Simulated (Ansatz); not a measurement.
Process, species as SMILES: [CH3] (CH3) → CH3+ (singlet, bonded as [CH3]) + e-
B3LYP-D3(BJ)/def2-TZVP geometries, fixed; electronic energies without zero-point terms.
Largest species:
```
C
H 1 1.0789
H 1 1.0789 2 120.00
H 1 1.0789 2 120.00 3 -180.00
```
Charge 0, spin multiplicity 2.

Basis-set convergence of the adiabatic ionisation energy at PBE0 with Ansatz (a quantum-chemistry and plane-wave program). All functions are spherical. The program fits the integrals of some runs and decomposes those of others, by size. Open shells are unrestricted. No added dispersion term, no relativity. Functions are those of the species that has most. Reference: the value in pcseg-4, 9.959 eV. Deviations are taken from unrounded values.

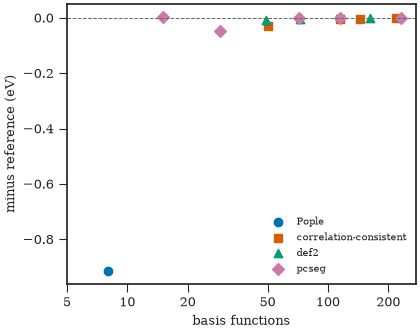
Deviation from the reference against the number of basis functions, by family of sets.

| basis | functions | adiabatic ionisation energy (eV) | minus reference (eV) |
|---|---|---|---|
| STO-3G | 8 | 9.044 | -0.914 |
| pcseg-0 | 15 | 9.962 | 0.003 |
| pcseg-1 | 29 | 9.910 | -0.049 |
| def2-TZVP | 49 | 9.949 | -0.009 |
| aug-cc-pVDZ | 50 | 9.928 | -0.031 |
| pcseg-2 | 72 | 9.957 | -0.002 |
| def2-TZVPP | 73 | 9.953 | -0.006 |
| aug-cc-pVTZ | 115 | 9.953 | -0.006 |
| aug-pcseg-2 | 115 | 9.959 | 0.000 |
| cc-pVQZ | 145 | 9.953 | -0.005 |
| def2-QZVPPD | 162 | 9.957 | -0.002 |
| aug-cc-pVQZ | 218 | 9.958 | -0.001 |
| aug-pcseg-3 | 232 | 9.959 | 0.000 |
